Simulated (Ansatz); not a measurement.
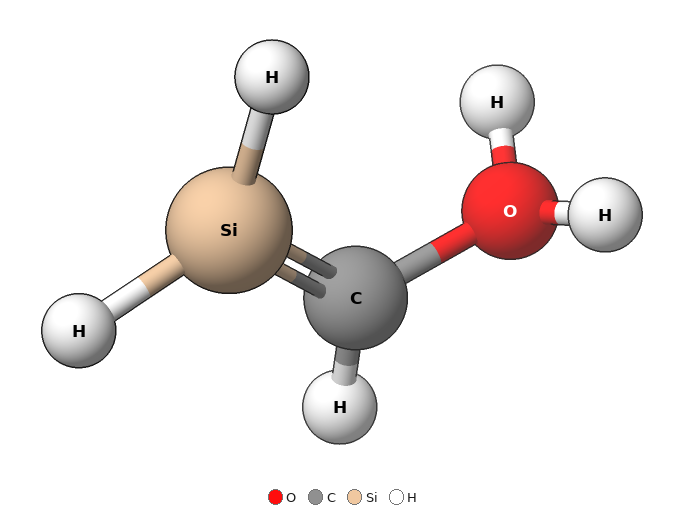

State: charge +1, singlet. Computed geometry: PBE0-D4/def2-TZVP optimisation. No frequency run is at hand to confirm it as a minimum. Method: RKS B3LYP-D4/def2-TZVPP (Ansatz 0.2.0).

Q: Give the dispersion correction at this level.

A: −15.9 kJ/mol.
